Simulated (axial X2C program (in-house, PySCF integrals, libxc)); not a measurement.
# SnBr: EOM-IP-CCSD levels

Aim: EOM-IP-CCSD levels of SnBr, with spin–orbit coupling in the Hamiltonian from the start.

Method: two-component X2C with atomic mean-field terms, Sn dyall-acv3z, Br dyall-acv3z; program: an in-house X2C program for linear molecules on PySCF integrals.

All values are calculated.

### 1 Input

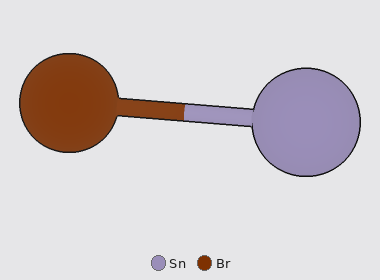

The two atoms at 2.540 Å (tin purple, bromine brown).

File task.json:

```json
{"zs": [50, 35], "q": 0, "bas": ["dyall-acv3z", "dyall-acv3z"], "r0": 2.54, "eom": "ip", "rq": -1, "thr": -1.0, "nmax": 95, "grid": [1, 0.96, 1.045, 0.92, 1.09, 1.15]}
```

Keys: zs atomic numbers; q charge; bas basis sets; r0 starting distance in Å; eom kind of EOM run; thr threshold in hartree for freezing inner shells (an s shell follows its p shell); nmax most natural virtual spinors; grid distances as factors.

On the command line:

```bash
$ python soeom.py task.json out
```

Nuclei are Gaussian, cores are contracted, and the Gaunt term is on.

### 2 EOM-IP-CCSD at 2.707 Å

Reference: the closed shell SnBr⁻; 12 electrons correlated, 94 virtual spinors; roots sought by Ω: 1/2: 4, 3/2: 3, 5/2: 1.

Output:

```text
two-component X2C + atomic mean field  HF
basis functions 263  fitting functions 1361  grid points 5804
iter        total energy     max residual
   1      -8774.903346831     2.56e-01
   2      -8774.936083091     5.62e-03
   3      -8774.937005053     2.83e-03
   4      -8774.937146115     9.92e-04
   5      -8774.937178999     1.53e-04
   6      -8774.937185111     8.51e-05
   7      -8774.937186170     3.44e-05
   8      -8774.937186583     2.39e-05
   9      -8774.937186750     1.54e-05
  10      -8774.937186839     7.04e-06
  11      -8774.937186863     2.15e-06
  12      -8774.937186867     3.95e-07
  13      -8774.937186867     1.95e-07
converged
one-electron -12805.98295904  Coulomb 3948.69670302  exact exchange -255.23705038  xc functional 0.00000000  nuclear repulsion 342.09830776  atomic mean-field constant -4.51218823
correlated 12  virtual 336  natural virtual 94  E(MP2) -0.250007137  MP2 remainder -0.012120570
iter   CCSD correlation   residual
   1     -0.257797021   1.47e-01
   2     -0.266812145   7.97e-02
   3     -0.268509218   5.17e-02
   4     -0.269493906   3.66e-02
   5     -0.270135329   1.66e-02
   6     -0.270228105   5.67e-03
   7     -0.270252712   1.75e-03
   8     -0.270265109   5.92e-04
   9     -0.270260659   2.47e-04
  10     -0.270261623   1.19e-04
  11     -0.270260876   6.05e-05
  12     -0.270261111   3.68e-05
  13     -0.270261088   2.09e-05
  14     -0.270261093   8.97e-06
(T) -0.013126539  T1 0.0160  D1 0.0258  max T2 0.293
EOM-IP-CCSD roots
2*Omega      energy/Eh   energy/eV  one-particle weight
    1       0.05439159      1.4801      0.948
    1       0.18253365      4.9670      0.884
    1       0.20057463      5.4579      0.010
    1       0.20609004      5.6080      0.897
    3       0.10933524      2.9752      0.002
    3       0.19037772      5.1804      0.906
    3       0.23582140      6.4170      0.000
    5       0.28101677      7.6469      0.000
```

T1 in the output is the amplitude norm over the root of the electron number; divide by √2 for the Lee–Taylor value.

```
  Ω  vertical IE (eV)  above lowest (cm⁻¹)                           spinor  weight
1/2             1.480                    0                        85% Sn pπ    0.95
1/2             4.967                28120  49% Br pσ, 22% Sn sσ, 19% Sn pσ    0.88
3/2             5.180                29850                        90% Br pπ    0.91
1/2             5.608                33290                        85% Br pπ    0.90
```

It took 14 s on 1 thread of Intel Xeon Platinum 8259CL at 2.50GHz (Skylake/Cascade Lake), shared host; peak memory 0.84 GiB.

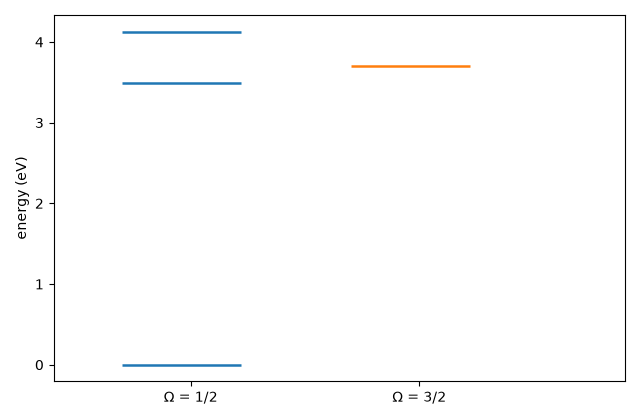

The roots by Ω, from the lowest.

### 3 EOM-IP-CCSD at 2.599 Å

```csv
Ω,vertical IE (eV),above lowest (cm⁻¹),spinor,weight
1/2,1.320,0,"83% Sn pπ, 6% Br dπ",0.95
1/2,4.947,29250,"42% Br pσ, 28% Sn sσ, 21% Sn pσ",0.88
3/2,5.392,32840,88% Br pπ,0.91
1/2,5.818,36280,86% Br pπ,0.90
```

Run time: 17 s. Hardware: 1 thread of Intel Xeon Platinum 8259CL at 2.50GHz (Skylake/Cascade Lake), shared host; peak memory 0.88 GiB.

### 4 EOM-IP-CCSD at 2.829 Å

| Ω | vertical IE (eV) | above lowest (cm⁻¹) | spinor | weight |
| --- | --- | --- | --- | --- |
| 1/2 | 1.659 | 0 | 87% Sn pπ | 0.95 |
| 1/2 | 4.926 | 26350 | 54% Br pσ, 16% Sn pσ, 15% Sn sσ | 0.88 |
| 3/2 | 4.967 | 26680 | 91% Br pπ | 0.91 |
| 1/2 | 5.413 | 30280 | 79% Br pπ, 6% Br pσ | 0.75 |

Run time: 18 s. Hardware: 1 thread of Intel Xeon Platinum 8259CL at 2.50GHz (Skylake/Cascade Lake), shared host; peak memory 0.9 GiB.

### 5 EOM-IP-CCSD at 2.490 Å

| Ω | vertical IE (eV) | above lowest (cm⁻¹) | spinor | weight |
| --- | --- | --- | --- | --- |
| 1/2 | 1.161 | 0 | 80% Sn pπ, 7% Br dπ | 0.95 |
| 1/2 | 4.878 | 29980 | 35% Br pσ, 33% Sn sσ, 23% Sn pσ | 0.86 |
| 3/2 | 5.627 | 36030 | 87% Br pπ | 0.90 |
| 1/2 | 6.058 | 39500 | 85% Br pπ | 0.90 |

Run time: 16 s. Hardware: 1 thread of Intel Xeon Platinum 8259CL at 2.50GHz (Skylake/Cascade Lake), shared host; peak memory 0.9 GiB.

### 6 EOM-IP-CCSD at 2.951 Å

```csv
Ω,vertical IE (eV),above lowest (cm⁻¹),spinor,weight
1/2,1.836,0,88% Sn pπ,0.95
3/2,4.776,23710,92% Br pπ,0.90
1/2,4.832,24160,"55% Br pσ, 17% Br pπ, 13% Sn pσ",0.88
```

Run time: 18 s. Hardware: 1 thread of Intel Xeon Platinum 8259CL at 2.50GHz (Skylake/Cascade Lake), shared host; peak memory 0.9 GiB.

### 7 EOM-IP-CCSD at 3.113 Å

```csv
Ω,vertical IE (eV),above lowest (cm⁻¹),spinor,weight
1/2,2.069,0,89% Sn pπ,0.94
3/2,4.551,20020,94% Br pπ,0.89
1/2,4.666,20940,"53% Br pσ, 27% Br pπ, 10% Sn pσ",0.89
1/2,4.993,23580,"69% Br pπ, 21% Br pσ",0.79
```

Run time: 21 s. Hardware: 1 thread of Intel Xeon Platinum 8259CL at 2.50GHz (Skylake/Cascade Lake), shared host; peak memory 0.9 GiB.

### 8 Curves of the states

Energies in eV from the lowest point of the lowest state; states are followed by energy order within each Ω.

```csv
R (Å),(1)Ω=1/2,(2)Ω=3/2,(2)Ω=1/2
2.490,0.0000,4.4669,3.7171
2.599,0.0097,4.0815,3.6367
2.707,0.1158,3.8161,3.6027
2.829,0.3078,3.6159,3.5749
2.951,0.5451,3.4849,3.5410
3.113,0.8944,3.3759,3.4905
```

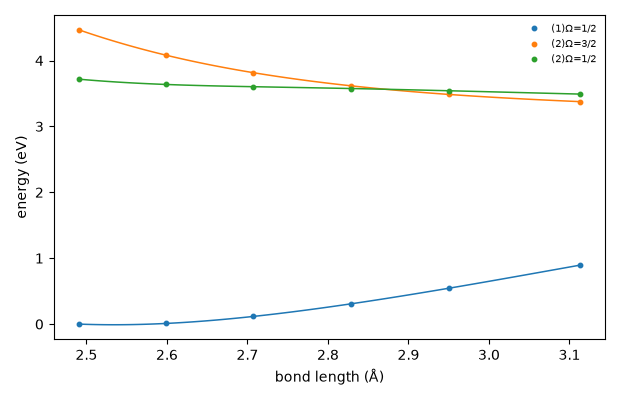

The states along the bond.

### 9 What came out

| quantity | value |
| --- | --- |
| lowest root at 2.707 Å | Ω = 1/2, 1.480 eV |
| next root led by one particle | Ω = 1/2, about 28120 cm⁻¹ higher |
| T1 of the reference | 0.011 |

What this shows: Removing an electron from the reference determinant of SnBr⁻ costs 1.48 eV and empties a spinor of 85% Sn pπ. The closed-shell reference lies 0.40 eV above the lowest determinant found, so these energies count from an excited configuration. Errors of 0.1 to 0.3 eV are usual at this size, and roots led by higher excitations are left out, so the list is incomplete, and low states of that kind can be missing. T1 or the largest double amplitude of the reference is raised, which lowers the reliability.
